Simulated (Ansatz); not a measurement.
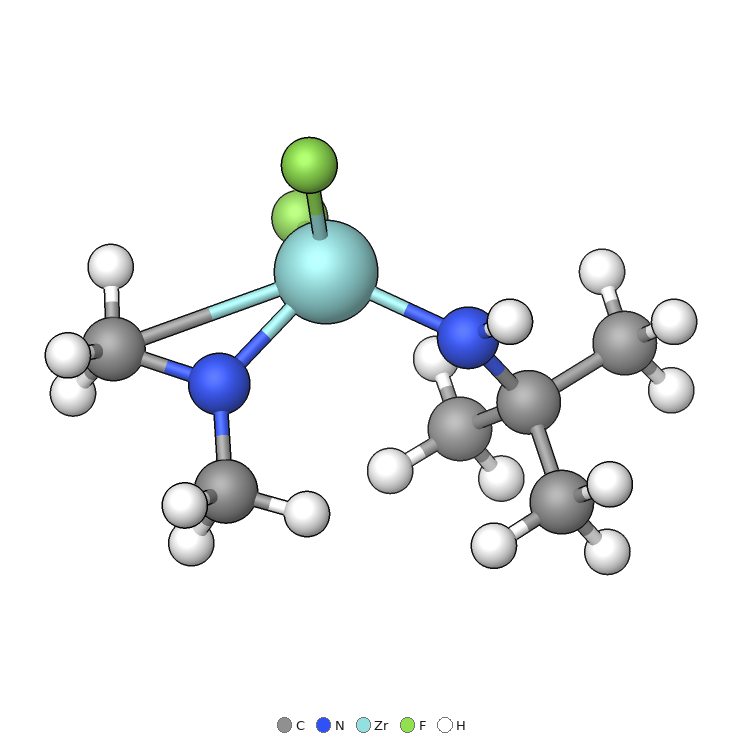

Charge 0, singlet. The geometry was computed by an optimisation with PBE0-D4/def2-TZVP. No frequency run is at hand to confirm it as a minimum. Program: Ansatz 0.2.0.

Compare dipole (D) at these levels: B3LYP-D4/def2-TZVPP; PBE-D4/def2-TZVPP; PBE0-D4/def2-TZVP; r2SCAN-D4/def2-TZVPP; ωB97M-V/def2-TZVPP.

```
               level  dipole (D)
 B3LYP-D4/def2-TZVPP        3.04
   PBE-D4/def2-TZVPP        2.97
   PBE0-D4/def2-TZVP        3.10
r2SCAN-D4/def2-TZVPP        3.01
  ωB97M-V/def2-TZVPP        2.92
```
